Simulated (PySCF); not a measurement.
C$_{5}$H$_{11}$BSi (SMILES C=C1CB[C@H](C)[SiH2]1)

```xyz
18

C     2.7393    0.8609    0.2334
C     1.5311    0.3370    0.0852
C     1.1914   -0.6302   -1.0320
B    -0.3796   -0.7301   -1.1749
C    -1.1212   -0.5157    0.1914
C    -2.6092   -0.1726    0.1539
Si    0.0029    0.7251    1.1297
H     2.9609    1.5566    1.0260
H     3.5620    0.6193   -0.4251
H     1.5834   -1.6155   -0.7513
H     1.7283   -0.3573   -1.9442
H    -0.9249   -0.8937   -2.1985
H    -1.0165   -1.4579    0.7451
H    -3.0194   -0.0872    1.1595
H    -3.1730   -0.9374   -0.3791
H    -2.7660    0.7765   -0.3542
H    -0.4513    2.1120    0.9662
H     0.1530    0.4166    2.5572
```

Geometry: GFN2-xTB.

Computed with PySCF, PBE0/pcSseg-1, SCF density, gas phase, non-relativistic.

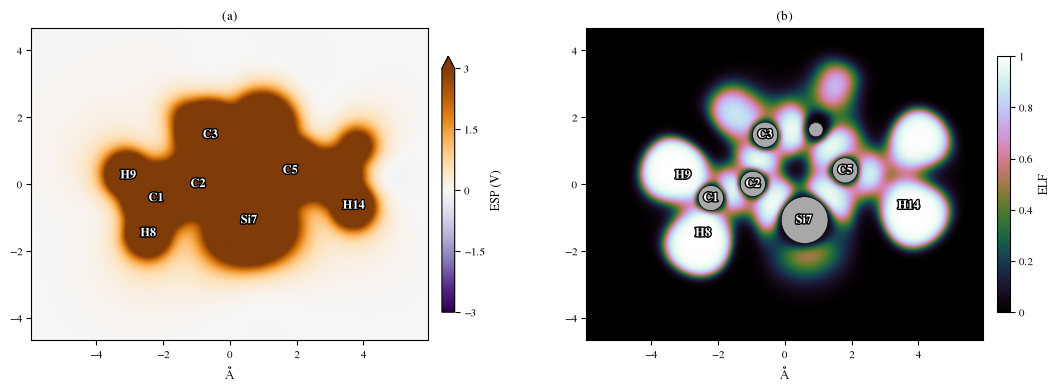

Figure 1. (a) electrostatic potential; (b) ELF on the plane of atoms C2, C1 and H9. Grey discs cover the atomic cores in the ELF map.

### What does the map show?

Atoms in the plane: C, Si and H.
C–C (1.33 Å): the ELF peaks at about 0.95 between the atoms; a short, multiple covalent bond.
C–Si (1.89 Å): the ELF peaks at about 0.95 between the atoms, as expected for a shared electron pair.
C–H (1.08 Å): the ELF climbs to about 1 towards the hydrogen, as it does in any bond to H: an ordinary covalent bond to hydrogen.
C–C (1.52 Å): the ELF peaks at about 0.95 between the atoms; a shared electron pair.
The potential has no marked negative region in this plane.

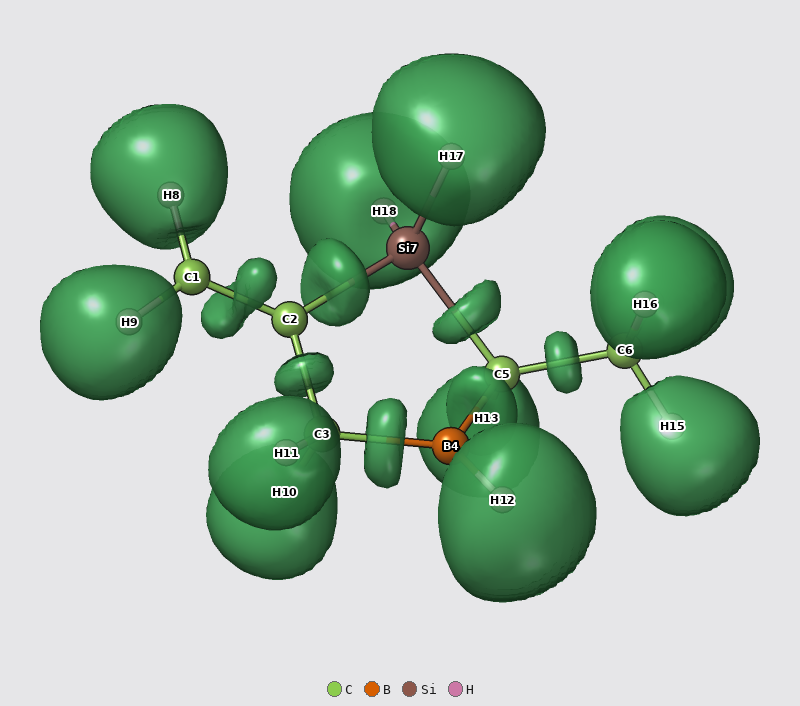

Figure 2. Isosurface of the ELF at 0.85 (green), seen at a tilt. Only the valence region is drawn (cores and ρ < 0.01 e/Å³ removed).

### Describe the localisation domains.

The surface consists of two regions between bonded B–C atoms (shared pairs), three regions between bonded C–C atoms (shared pairs), two regions between bonded C–Si atoms (shared pairs) and eleven regions around hydrogen nuclei.


 C–B (1.57 Å): the ELF peaks at about 0.95 between the atoms: a covalent bond.

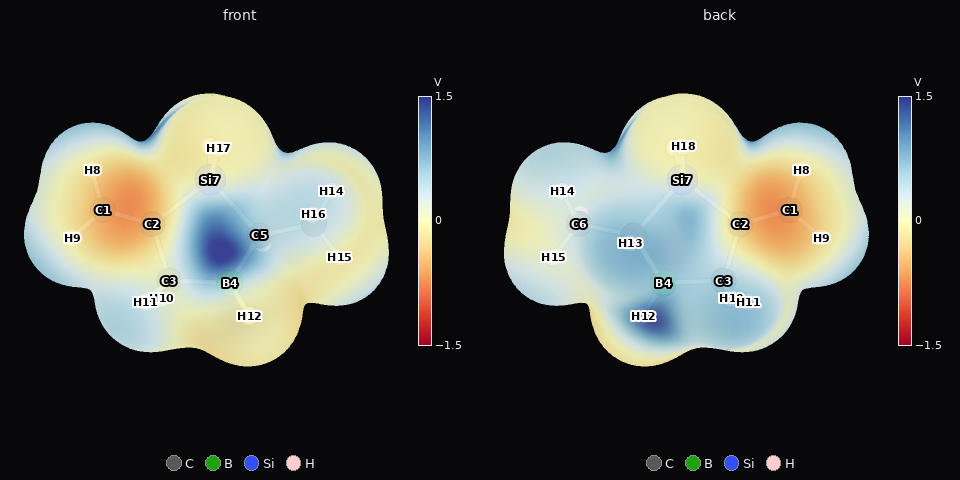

Figure 3. The molecular electrostatic potential painted on the density surface at 0.002 e/bohr³, seen from the front and from behind; red is negative and blue positive.

### Which sites attract a positive test charge, and which a negative one?

A positive charge is drawn to the negative regions and a negative charge to the positive ones. The most negative region (about −0.7 V) lies over the π face of C1 and C2, the most positive (about +1.4 V) over B4.

### How polar is the molecule by this calculation?

Its dipole moment is 0.55 D.
